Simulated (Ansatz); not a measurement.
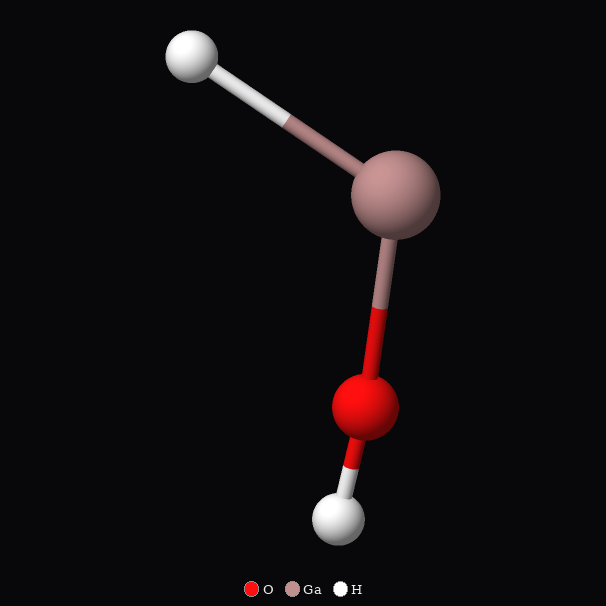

The structure as it stands in the input.

Input file:

```yaml
crystal:
  periodic: [false, false, false]
  atoms:
    - {symbol: O, position_ang: [-0.013400, -0.947600, 0.324400]}
    - {symbol: Ga, position_ang: [0.740000, 0.683800, 0.105100]}
    - {symbol: H, position_ang: [-0.495200, -1.777200, 0.428100]}
    - {symbol: H, position_ang: [-0.328800, 1.961300, -0.929600]}
basis:
  gaussian: {orbitals: def2-TZVPP}
magnetization: {spin_polarized: true, initial_magnetization: 1}
hamiltonian: {xc: pbe0, dispersion: d4}
output: {forces: true, orbitals: {seedname: orbitals}}
```

Result:

```
Functional definition: PBE0
  name "PBE0"
  cite "Adamo & Barone, J. Chem. Phys. 110, 6158 (1999) doi:10.1063/1.478522"
  cite "Perdew, Burke & Ernzerhof, Phys. Rev. Lett. 77, 3865 (1996) doi:10.1103/PhysRevLett.77.3865"
  parent pbe
  parameter a = 0.25
  parameter kappa = 0.804
  parameter beta = 0.06672455060314922
  exchange = (1 - a)*pbe_x(kappa = kappa, mu = beta*pi^2/3) + a*exact_x
  correlation = pbe_c(beta = beta)
682 factors; their error is unknown
mean field evaluation 1: about -54441.4428 eV, gradient 4.4e1 eV
mean field evaluation 2: about -54368.7462 eV, gradient 1.2e2 eV
mean field evaluation 4: about -54447.8934 eV, gradient 6.8e0 eV
mean field evaluation 8: about -54448.0161 eV, gradient 1.1e-1 eV
mean field evaluation 16: about -54448.2116 eV, gradient 1.8e-4 eV
mean field -54448.21160436 eV, -2000.9348701370 hartree, gradient 5.3e-5 eV, S^2 0.767686; 0 other end points of the search recorded, 0 dependent functions left out
the calculation of the forces begins
reference -54448.21162950 eV, -2000.9348710607 hartree; 21, 20 occupied and 86, 87 virtual orbitals, 682 factors
Total energy: -54448.25619889 eV, -2000.9365089557 hartree
Atom 0 at    -0.013400    -0.947600     0.324400 Å, force     0.135544     0.327167    -0.066276 eV/Å
Atom 1 at     0.740000     0.683800     0.105100 Å, force    -1.242201    -0.156481    -0.569013 eV/Å
Atom 2 at    -0.495200    -1.777200     0.428100 Å, force     0.368212     0.720410    -0.082052 eV/Å
Atom 3 at    -0.328800     1.961300    -0.929600 Å, force     0.738444    -0.891096     0.717341 eV/Å
Dipole moment:     0.060613    -0.044367     0.065361 e Å
```
